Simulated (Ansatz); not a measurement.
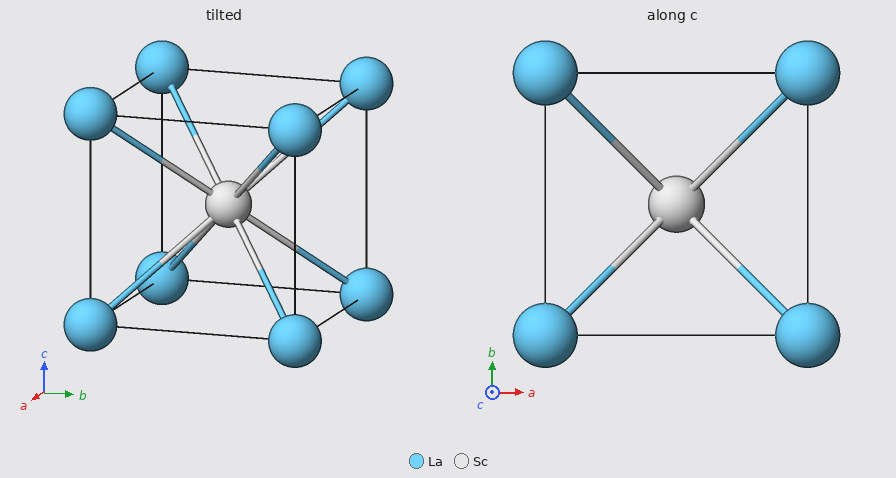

Ball-and-stick representation of a periodic structure, projected slightly off an axis and along the c axis. Atoms at the boundary of the conventional unit cell (the box) are drawn once for each face, edge or corner they touch.

LaSc, caesium chloride (CsCl, B2) type, space group Pm-3m (No. 221), a = 3.948 Å, b = 3.948 Å, c = 3.948 Å, α = 90.00°, β = 90.00°, γ = 90.00°. Provenance: a structure type filled with these elements by a generator (whether the compound takes this form wasn't checked). Earlier steps of the study may have refined or changed the cell and positions. It was run through Ansatz as a DFT input.

This one geometry was computed with Ansatz (DFT, plane waves, PAW) at three levels of theory: PBEsol, r2SCAN and PBE.

### Which level gives the highest pressure at this volume, and what does that say about its equilibrium volume?

Highest: r2SCAN (0.2 GPa) and PBE (0.0 GPa), which points to the largest equilibrium volume. Lowest, with the smallest volume: PBEsol (-2.2 GPa). Levels within 0.5 GPa of each other can't be told apart.

### How does the band gap change with the level of theory?

All levels give a metal.

### Collect the results in a table.

| level | cutoff (eV) | k-mesh of the run's cell | gap (eV) | pressure (GPa) |
| --- | --- | --- | --- | --- |
| PBEsol | 420 | 14×14×14 | metal | -2.2 |
| r2SCAN | 500 | 14×14×14 | metal | 0.2 |
| PBE | 420 | 14×14×14 | metal | 0.0 |

Gaps are taken on the k-mesh or band path of each run.
